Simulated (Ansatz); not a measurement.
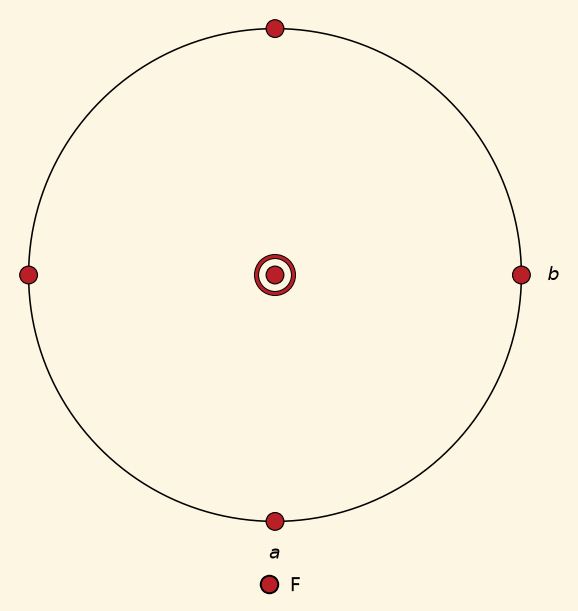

Crystal: LiF, a calculation's input that goes back to an entry of the Crystallography Open Database (an earlier step may have relaxed or displaced it). Directions from one lithium atom at (0, 0, 0) to its bonded neighbours, in stereographic projection down c (filled: above the plane of the page or in it, open: below). The drawing is computed from the coordinates (standard cell, symmetry found to 0.002 Å).

Neighbours are counted up to 2.26 Å for F.

```yaml
crystal:
  lattice:
    - [3.98974, 0.00000, 0.00000]
    - [0.00000, 3.98974, 0.00000]
    - [0.00000, 0.00000, 3.98974]
  atoms:
    - { symbol: Li, position: [0.00000, 0.00000, 0.00000] }
    - { symbol: F, position: [0.50000, 0.00000, 0.00000] }
    - { symbol: Li, position: [0.00000, 0.50000, 0.50000] }
    - { symbol: F, position: [0.50000, 0.50000, 0.50000] }
    - { symbol: Li, position: [0.50000, 0.00000, 0.50000] }
    - { symbol: F, position: [0.00000, 0.00000, 0.50000] }
    - { symbol: Li, position: [0.50000, 0.50000, 0.00000] }
    - { symbol: F, position: [0.00000, 0.50000, 0.00000] }
```

How many neighbours are there, and at what angles?

6: 6 F at 1.99 Å. Angles between bonds: 90° (12×), 180° (3×).

What is the site's symmetry in the crystal?

Point group m-3m (Oh), order 48: three fourfold axes, four threefold axes, six twofold axes, nine mirror planes, an inversion centre. In Fm-3m (No. 225) this is Wyckoff position 4a.
